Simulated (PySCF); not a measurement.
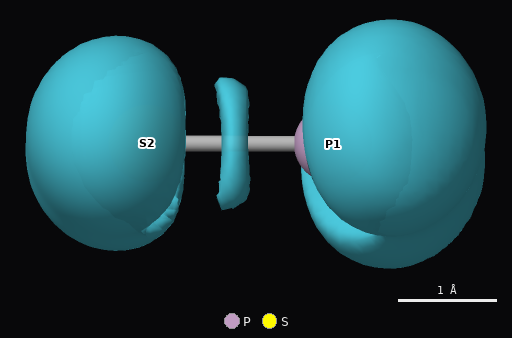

PS (doublet). Isosurface of the electron localisation function at 0.8 (cyan), seen from one side. Only the valence region is drawn (cores and ρ < 0.01 e/Å³ removed).

Method: PySCF 2.14.0, PBE0/def2-TZVPP, non-relativistic Hamiltonian with scalar-relativistic core potentials where named, at a bond length of 1.897 Å.

Question: What do the ELF domains correspond to?

Answer: At this value the surface marks out one region between bonded P–S atoms (shared pairs), one ring or bowl of non-bonding electrons around S and one lobe on P, pointing away from the bonds (non-bonding electrons). Along the contacts the grid gives the following. P–S (1.90 Å): the ELF peaks at about 0.85 between the atoms (a covalent bond).
